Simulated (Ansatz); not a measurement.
The starting structures come from a database of crystals and need not be the phases stable at ambient conditions.

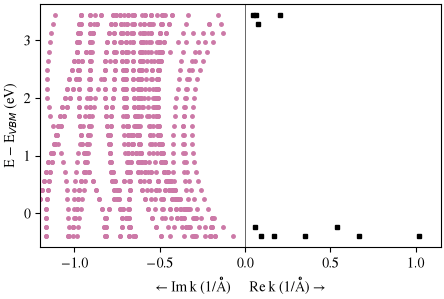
Figure: Complex bands at the centre of the two-dimensional zone; Ansatz (an electronic-structure program) with PBEsol

No gap correction and no spin-orbit coupling; mid-gap values are interpolated between computed energies.

Problem. This is Sr3MgTa2O9 (P-3m1, not sure to be the ambient phase, 15 atoms a cell, 13.3 Å³ an atom, -7 GPa at this level) along the normal of (111). Read off the slowest decay at the centre of the two-dimensional zone at 1.68 eV, the computed energy nearest the middle of the gap.

Solution. κ ≈ 0.31 1/Å, a decay length 1/(2κ) of the density of 1.6 Å.
